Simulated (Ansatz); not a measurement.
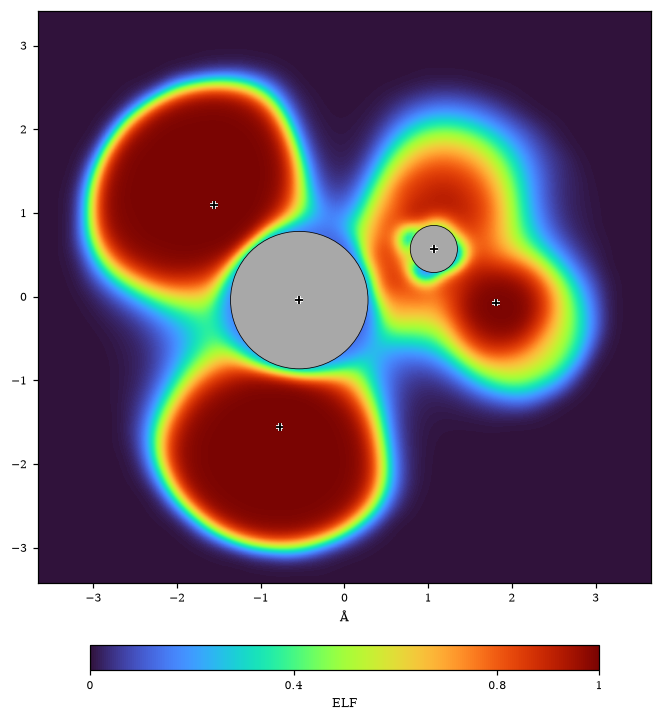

The electron localisation function on a plane through atoms (crosses mark nuclei in the plane; grey discs cover the cores).

Method: Ansatz 0.2.0, isolated molecule in a Gaussian basis; Kohn-Sham density functional theory, functional PBE0.

Candidates:
A. GeH₃O (SMILES [OH][GeH2+]) (charge +1)
B. CH₃F₃OSi (SMILES CO[Si](F)(F)F)
C. FPSi₂ (SMILES F[Si]1=[Si]=P1)

Question: Which candidate gave the map?

Answer: Candidate A: GeH₃O on the molecular plane, which holds Ge, O and H. Ge–O (1.72 Å): the ELF peaks at about 0.80 in the valence shell of O, 0.6 Å from its nucleus, and is about 0.30 at the midpoint. O–H (0.98 Å): the ELF climbs to about 1 towards the hydrogen, as it does in any bond to H; an ordinary covalent bond to hydrogen.
